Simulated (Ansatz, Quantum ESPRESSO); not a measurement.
# From contact to tunnelling: vacuum gaps between two Pb(100) faces, part 2 of 5

How fast does transmission decay with width? The series: vacuum gaps between two Pb(100) faces.

Quantum ESPRESSO 7.5; plane-wave DFT, LDA, GBRV ultrasoft pseudopotentials; cross-check by Ansatz 0.2.0 with PAW datasets.

So far. Step 2 (SCF with pw.x, 5 Å): The run needed 11 iterations to bring the estimated error under 1e-07 Ry; the largest force on any atom, held or free, is 0.37 eV/Å.

**3. The open system, 5 Å**

Level of this step: transmission by pwcond, lead and junction from one cell; plane-wave DFT, LDA, GBRV ultrasoft pseudopotentials (Quantum ESPRESSO).

prefixt takes both regions from one run: the lead from 0 to bdl, the scattering region from bdl to bds (units of alat). ikind = 1 puts the same lead on both sides. The program's T_tot counts both spins in a run without spin; the tables below give T per spin.

j0.cond.in reads:

```
&inputcond
  outdir = './out'
  prefixt = 'j0.scf'
  tran_file = 'j0.cond.dat'
  bdl = 1.4142135624
  bds = 9.1839534821
  ikind = 1
  ewind = 4.0
  epsproj = 1e-05
  nz1 = 7
  energy0 = 0.4
  denergy = -0.4
/
15
  0.00000000 0.00000000 0.01562500
  0.00000000 0.12500000 0.06250000
  0.00000000 0.25000000 0.06250000
  0.00000000 0.37500000 0.06250000
  0.00000000 0.50000000 0.03125000
  0.12500000 0.12500000 0.06250000
  0.12500000 0.25000000 0.12500000
  0.12500000 0.37500000 0.12500000
  0.12500000 0.50000000 0.06250000
  0.25000000 0.25000000 0.06250000
  0.25000000 0.37500000 0.12500000
  0.25000000 0.50000000 0.06250000
  0.37500000 0.37500000 0.06250000
  0.37500000 0.50000000 0.06250000
  0.50000000 0.50000000 0.01562500
3
```

The run is started by

```bash
$ OMP_NUM_THREADS=1 mpirun -n 4 pwcond.x -in j0.cond.in > j0.cond.out
```

The program printed:

```text
[banner, memory and clock lines left out]
Program PWCOND v.7.5 starts

          URL

     ./out/j0.scf.save/

     IMPORTANT: XC functional enforced from input :
     Exchange-correlation= PZ
                           (   1   1   0   0   0   0   0)
     Any further DFT definition will be discarded
     Please, verify this is what you really want

     Check: negative core charge=   -0.000009

     negative rho (up, down):  1.864E-01 0.000E+00
     Reading collected, re-writing distributed wavefunctions

===== INPUT FILE containing all the regions =====

     GEOMETRY:

     lattice parameter (alat)  =       6.7213  a.u.
     the volume                =    2788.5937 (a.u.)^3
     the cross section         =      45.1756 (a.u.)^2
     l of the unit cell        =       9.1840 (alat)
     number of atoms/cell      =           12
     number of atomic types    =            1

     crystal axes: (cart. coord. in units of alat)
               a(1) = (  1.0000  0.0000  0.0000 )
               a(2) = (  0.0000  1.0000  0.0000 )
               a(3) = (  0.0000  0.0000  9.1840 )

   Cartesian axes

     site n.     atom                  positions (alat units)
          1        Pb     tau(  1)=(  0.0000  0.0000  9.1840  )
          2        Pb     tau(  2)=(  0.5000  0.5000  0.7071  )
          3        Pb     tau(  3)=(  0.0000  0.0000  1.4142  )
          4        Pb     tau(  4)=(  0.5000  0.5000  2.1213  )
          5        Pb     tau(  5)=(  0.0000  0.0000  2.8284  )
          6        Pb     tau(  6)=(  0.5000  0.5000  3.5355  )
          7        Pb     tau(  7)=(  0.0000  0.0000  4.9413  )
          8        Pb     tau(  8)=(  0.5000  0.5000  5.6484  )
          9        Pb     tau(  9)=(  0.0000  0.0000  6.3555  )
         10        Pb     tau( 10)=(  0.5000  0.5000  7.0626  )
         11        Pb     tau( 11)=(  0.0000  0.0000  7.7697  )
         12        Pb     tau( 12)=(  0.5000  0.5000  8.4768  )

     nr1s                      =           27
     nr2s                      =           27
     nr3s                      =          250
     nr1sx                     =           27
     nr2sx                     =           27
     nr3sx                     =          250
     nr1                       =           32
     nr2                       =           32
     nr3                       =          288
     nr1x                      =           32
     nr2x                      =           32
     nr3x                      =          288

 _______________________________
  Radii of nonlocal spheres:

     type       ibeta     ang. mom.          radius (alat units)
       Pb         1         0                    0.3458
       Pb         2         0                    0.3458
       Pb         3         1                    0.3458
       Pb         4         1                    0.3458
       Pb         5         2                    0.3458
       Pb         6         2                    0.3458
----- General information -----

--- T calc. with identical leads (ikind=1) ---

     nrx                       =           27
     nry                       =           27
     nz1                       =            7

     energy0               =         4.0E-01
     denergy               =        -4.0E-01
     nenergy               =          3
     ecut2d                =         4.0E+01
     ewind                 =         4.0E+00
     epsproj               =         1.0E-05

     number of k_|| points=   15
                       cryst. coord.
        k(    1) = (   0.0000000   0.0000000), wk =   0.0156250
        k(    2) = (   0.0000000   0.1250000), wk =   0.0625000
        k(    3) = (   0.0000000   0.2500000), wk =   0.0625000
        k(    4) = (   0.0000000   0.3750000), wk =   0.0625000
        k(    5) = (   0.0000000   0.5000000), wk =   0.0312500
        k(    6) = (   0.1250000   0.1250000), wk =   0.0625000
        k(    7) = (   0.1250000   0.2500000), wk =   0.1250000
        k(    8) = (   0.1250000   0.3750000), wk =   0.1250000
        k(    9) = (   0.1250000   0.5000000), wk =   0.0625000
        k(   10) = (   0.2500000   0.2500000), wk =   0.0625000
        k(   11) = (   0.2500000   0.3750000), wk =   0.1250000
        k(   12) = (   0.2500000   0.5000000), wk =   0.0625000
        k(   13) = (   0.3750000   0.3750000), wk =   0.0625000
        k(   14) = (   0.3750000   0.5000000), wk =   0.0625000
        k(   15) = (   0.5000000   0.5000000), wk =   0.0156250
----- Information about left/right lead -----

     nocros                   =           18
     noins                    =           18
     norb                     =           54
     norbf                    =          198
     nrz                      =           38

      iorb      type   ibeta   ang. mom.   m       position (alat)
        1        1       1        0        1   taunew(   1)=(  0.0000  0.0000  0.0000)
        2        1       2        0        1   taunew(   2)=(  0.0000  0.0000  0.0000)
        3        1       3        1        1   taunew(   3)=(  0.0000  0.0000  0.0000)
        4        1       3        1        2   taunew(   4)=(  0.0000  0.0000  0.0000)
        5        1       3        1        3   taunew(   5)=(  0.0000  0.0000  0.0000)
        6        1       4        1        1   taunew(   6)=(  0.0000  0.0000  0.0000)
        7        1       4        1        2   taunew(   7)=(  0.0000  0.0000  0.0000)
        8        1       4        1        3   taunew(   8)=(  0.0000  0.0000  0.0000)
        9        1       5        2        1   taunew(   9)=(  0.0000  0.0000  0.0000)
       10        1       5        2        2   taunew(  10)=(  0.0000  0.0000  0.0000)
       11        1       5        2        3   taunew(  11)=(  0.0000  0.0000  0.0000)
       12        1       5        2        4   taunew(  12)=(  0.0000  0.0000  0.0000)
       13        1       5        2        5   taunew(  13)=(  0.0000  0.0000  0.0000)
       14        1       6        2        1   taunew(  14)=(  0.0000  0.0000  0.0000)
       15        1       6        2        2   taunew(  15)=(  0.0000  0.0000  0.0000)
       16        1       6        2        3   taunew(  16)=(  0.0000  0.0000  0.0000)
       17        1       6        2        4   taunew(  17)=(  0.0000  0.0000  0.0000)
       18        1       6        2        5   taunew(  18)=(  0.0000  0.0000  0.0000)
       19        1       1        0        1   taunew(  19)=(  0.5000  0.5000  0.7071)
       20        1       2        0        1   taunew(  20)=(  0.5000  0.5000  0.7071)
       21        1       3        1        1   taunew(  21)=(  0.5000  0.5000  0.7071)
       22        1       3        1        2   taunew(  22)=(  0.5000  0.5000  0.7071)
[...]
167        1       3        1        3   taunew( 167)=(  0.5000  0.5000  7.0626)
      168        1       4        1        1   taunew( 168)=(  0.5000  0.5000  7.0626)
      169        1       4        1        2   taunew( 169)=(  0.5000  0.5000  7.0626)
      170        1       4        1        3   taunew( 170)=(  0.5000  0.5000  7.0626)
      171        1       5        2        1   taunew( 171)=(  0.5000  0.5000  7.0626)
      172        1       5        2        2   taunew( 172)=(  0.5000  0.5000  7.0626)
      173        1       5        2        3   taunew( 173)=(  0.5000  0.5000  7.0626)
      174        1       5        2        4   taunew( 174)=(  0.5000  0.5000  7.0626)
      175        1       5        2        5   taunew( 175)=(  0.5000  0.5000  7.0626)
      176        1       6        2        1   taunew( 176)=(  0.5000  0.5000  7.0626)
      177        1       6        2        2   taunew( 177)=(  0.5000  0.5000  7.0626)
      178        1       6        2        3   taunew( 178)=(  0.5000  0.5000  7.0626)
      179        1       6        2        4   taunew( 179)=(  0.5000  0.5000  7.0626)
      180        1       6        2        5   taunew( 180)=(  0.5000  0.5000  7.0626)
      181        1       1        0        1   taunew( 181)=(  0.0000  0.0000  7.7697)
      182        1       2        0        1   taunew( 182)=(  0.0000  0.0000  7.7697)
      183        1       3        1        1   taunew( 183)=(  0.0000  0.0000  7.7697)
      184        1       3        1        2   taunew( 184)=(  0.0000  0.0000  7.7697)
      185        1       3        1        3   taunew( 185)=(  0.0000  0.0000  7.7697)
      186        1       4        1        1   taunew( 186)=(  0.0000  0.0000  7.7697)
      187        1       4        1        2   taunew( 187)=(  0.0000  0.0000  7.7697)
      188        1       4        1        3   taunew( 188)=(  0.0000  0.0000  7.7697)
      189        1       5        2        1   taunew( 189)=(  0.0000  0.0000  7.7697)
      190        1       5        2        2   taunew( 190)=(  0.0000  0.0000  7.7697)
      191        1       5        2        3   taunew( 191)=(  0.0000  0.0000  7.7697)
      192        1       5        2        4   taunew( 192)=(  0.0000  0.0000  7.7697)
      193        1       5        2        5   taunew( 193)=(  0.0000  0.0000  7.7697)
      194        1       6        2        1   taunew( 194)=(  0.0000  0.0000  7.7697)
      195        1       6        2        2   taunew( 195)=(  0.0000  0.0000  7.7697)
      196        1       6        2        3   taunew( 196)=(  0.0000  0.0000  7.7697)
      197        1       6        2        4   taunew( 197)=(  0.0000  0.0000  7.7697)
      198        1       6        2        5   taunew( 198)=(  0.0000  0.0000  7.7697)
 ngper, shell number =          145          23
 ngper, n2d =          145          93
---  E-Ef =    0.4000000  k =    0.0000000   0.0000000
---  ie =          1  ik =          1
 Nchannels of the left tip =            1
 Right moving states:
   k1(2pi/a)   k2(2pi/a)   E-Ef (eV)
   0.3759403  -0.0000025   0.4000000
 Left moving states:
   k1(2pi/a)   k2(2pi/a)   E-Ef (eV)
  -0.3759403  -0.0000025   0.4000000

 to transmit
 Band j to band i transmissions and reflections:
    j         i     |T_ij|^2    |R_ij|^2

    1 -->     1     0.42727     0.57273
   Total T_j, R_j =    0.42727  0.57273

E-Ef(ev), T(x2 spins) =    0.4000000   0.8545439
---  E-Ef =    0.0000000  k =    0.0000000   0.0000000
---  ie =          2  ik =          1
 Nchannels of the left tip =            1
 Right moving states:
   k1(2pi/a)   k2(2pi/a)   E-Ef (eV)
   0.3445765  -0.0000025   0.0000000
 Left moving states:
   k1(2pi/a)   k2(2pi/a)   E-Ef (eV)
  -0.3445765  -0.0000025   0.0000000

 to transmit
 Band j to band i transmissions and reflections:
    j         i     |T_ij|^2    |R_ij|^2

    1 -->     1     0.39729     0.60271
   Total T_j, R_j =    0.39729  0.60271

E-Ef(ev), T(x2 spins) =    0.0000000   0.7945735
---  E-Ef =   -0.4000000  k =    0.0000000   0.0000000
---  ie =          3  ik =          1
 Nchannels of the left tip =            1
 Right moving states:
   k1(2pi/a)   k2(2pi/a)   E-Ef (eV)
   0.3128009  -0.0000025  -0.4000000
 Left moving states:
   k1(2pi/a)   k2(2pi/a)   E-Ef (eV)
  -0.3128009  -0.0000025  -0.4000000

 to transmit
 Band j to band i transmissions and reflections:
    j         i     |T_ij|^2    |R_ij|^2

    1 -->     1     0.36341     0.63659
   Total T_j, R_j =    0.36341  0.63659

E-Ef(ev), T(x2 spins) =   -0.4000000   0.7268150
 ngper, shell number =          143          71
 ngper, n2d =          143          93
[... further energies and points left out ...]
---  E-Ef =    0.4000000  k =    0.5000000   0.5000000
---  ie =          1  ik =         15
 Nchannels of the left tip =            4
 Right moving states:
   k1(2pi/a)   k2(2pi/a)   E-Ef (eV)
  -0.2813326  -0.0000165   0.4000000
  -0.2813326  -0.0000165   0.4000000
  -0.4296014   0.0000015   0.4000000
  -0.4345023  -0.0000071   0.4000000
 Left moving states:
   k1(2pi/a)   k2(2pi/a)   E-Ef (eV)
   0.2813326  -0.0000165   0.4000000
   0.2813326  -0.0000165   0.4000000
   0.4296014   0.0000015   0.4000000
   0.4345023  -0.0000071   0.4000000

 to transmit
 Band j to band i transmissions and reflections:
    j         i     |T_ij|^2    |R_ij|^2

    1 -->     1     0.01122     0.66156
    1 -->     2     0.00000     0.32722
    1 -->     3     0.00000     0.00000
    1 -->     4     0.00000     0.00000
   Total T_j, R_j =    0.01122  0.98878

    2 -->     1     0.00000     0.32722
    2 -->     2     0.01122     0.66156
    2 -->     3     0.00000     0.00000
    2 -->     4     0.00000     0.00000
   Total T_j, R_j =    0.01122  0.98878

    3 -->     1     0.00000     0.00000
    3 -->     2     0.00000     0.00000
    3 -->     3     0.00091     0.99909
    3 -->     4     0.00000     0.00000
   Total T_j, R_j =    0.00091  0.99909

    4 -->     1     0.00000     0.00000
    4 -->     2     0.00000     0.00000
    4 -->     3     0.00000     0.00000
    4 -->     4     0.00106     0.99894
   Total T_j, R_j =    0.00106  0.99894

E-Ef(ev), T(x2 spins) =    0.4000000   0.0488176
---  E-Ef =    0.0000000  k =    0.5000000   0.5000000
---  ie =          2  ik =         15
 Nchannels of the left tip =            2
 Right moving states:
   k1(2pi/a)   k2(2pi/a)   E-Ef (eV)
  -0.3314255  -0.0000167   0.0000000
  -0.3314255  -0.0000167   0.0000000
 Left moving states:
   k1(2pi/a)   k2(2pi/a)   E-Ef (eV)
   0.3314255  -0.0000167   0.0000000
   0.3314255  -0.0000167   0.0000000

 to transmit
 Band j to band i transmissions and reflections:
    j         i     |T_ij|^2    |R_ij|^2

    1 -->     1     0.00919     0.61481
    1 -->     2     0.00000     0.37600
   Total T_j, R_j =    0.00919  0.99081

    2 -->     1     0.00000     0.37600
    2 -->     2     0.00919     0.61481
   Total T_j, R_j =    0.00919  0.99081

E-Ef(ev), T(x2 spins) =    0.0000000   0.0367589
---  E-Ef =   -0.4000000  k =    0.5000000   0.5000000
---  ie =          3  ik =         15
 Nchannels of the left tip =            2
 Right moving states:
   k1(2pi/a)   k2(2pi/a)   E-Ef (eV)
  -0.3825209  -0.0000170  -0.4000000
  -0.3825209  -0.0000170  -0.4000000
 Left moving states:
   k1(2pi/a)   k2(2pi/a)   E-Ef (eV)
   0.3825209  -0.0000170  -0.4000000
   0.3825209  -0.0000170  -0.4000000

 to transmit
 Band j to band i transmissions and reflections:
    j         i     |T_ij|^2    |R_ij|^2

    1 -->     1     0.00718     0.54303
    1 -->     2     0.00000     0.44980
   Total T_j, R_j =    0.00718  0.99282

    2 -->     1     0.00000     0.44980
    2 -->     2     0.00718     0.54303
   Total T_j, R_j =    0.00718  0.99282

E-Ef(ev), T(x2 spins) =   -0.4000000   0.0287172
   T_tot     0.40000      0.57868E+00
   T_tot     0.00000      0.36377E+00
   T_tot    -0.40000      0.32459E+00

Note: The following floating-point exceptions are signalling: IEEE_UNDERFLOW_FLAG
Note: The following floating-point exceptions are signalling: IEEE_UNDERFLOW_FLAG
Note: The following floating-point exceptions are signalling: IEEE_UNDERFLOW_FLAG
Note: The following floating-point exceptions are signalling: IEEE_UNDERFLOW_FLAG
```

Wall time 95 s (4 MPI ranks of Arm Neoverse V1, shared host); peak memory 0.35 GiB; 6.4 min of CPU time.

Read from the output:

```
lead channels at the Fermi level, one spin : 1.547
transmission at the Fermi level, one spin  : 0.1819
conductance                                : 0.1819 G₀
```

Per spin; mean over the k mesh across the current. Table of open channels, zone mean by energy, zero at the Fermi level:

```
energy (eV)  open channels, zone mean
     -0.400                      1.67
      0.000                      1.55
      0.400                      1.52
```

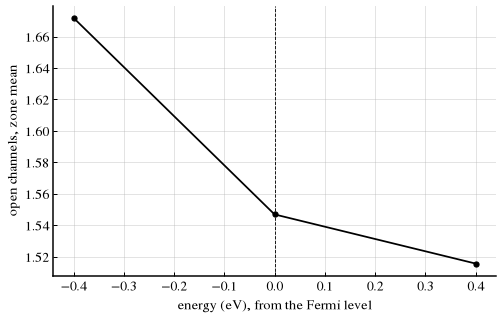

Open channels, zone mean against energy.

Per spin; mean over the k mesh across the current. Transmission, zone mean against energy, zero at the Fermi level:

```
energy (eV)  transmission, zone mean
     -0.400                    0.162
      0.000                    0.182
      0.400                    0.289
```

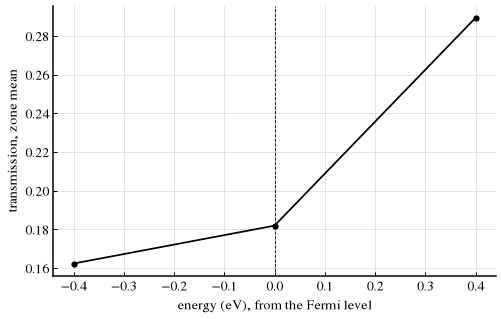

Transmission, zone mean against energy.

At 0.000 eV; k in fractions of b1, b2. Transmission by k point:

```
   k1     k2   weight        t  channels
    0      0  0.01562   0.3973         1
    0  0.125   0.0625    0.365         1
    0   0.25   0.0625     0.24         2
    0  0.375   0.0625   0.1888         2
    0    0.5  0.03125        0         0
0.125  0.125   0.0625   0.3808         1
0.125   0.25    0.125   0.2818         2
0.125  0.375    0.125   0.1915         2
0.125    0.5   0.0625        0         0
 0.25   0.25   0.0625   0.1958         2
 0.25  0.375    0.125   0.1759         2
 0.25    0.5   0.0625        0         0
0.375  0.375   0.0625  0.09024         2
0.375    0.5   0.0625  0.04714         2
  0.5    0.5  0.01562  0.01838         2
```

[end of part 2 of 5]

[Logs are printed without paths, hosts, clocks, repeated set-up lines and the standing remarks that a program may print on its own settings, such as how far it seeks lower states.]

[Hosts, paths, dates, database ids (printed as entryN), source tags and the programs' standing remarks are cut or masked in the printed files.]

[Maps of the electrostatic potential energy from Ansatz leave out the sawtooth potential of an applied field or a dipole correction, so their vacuum need not be flat; planar profiles and work functions include it.]
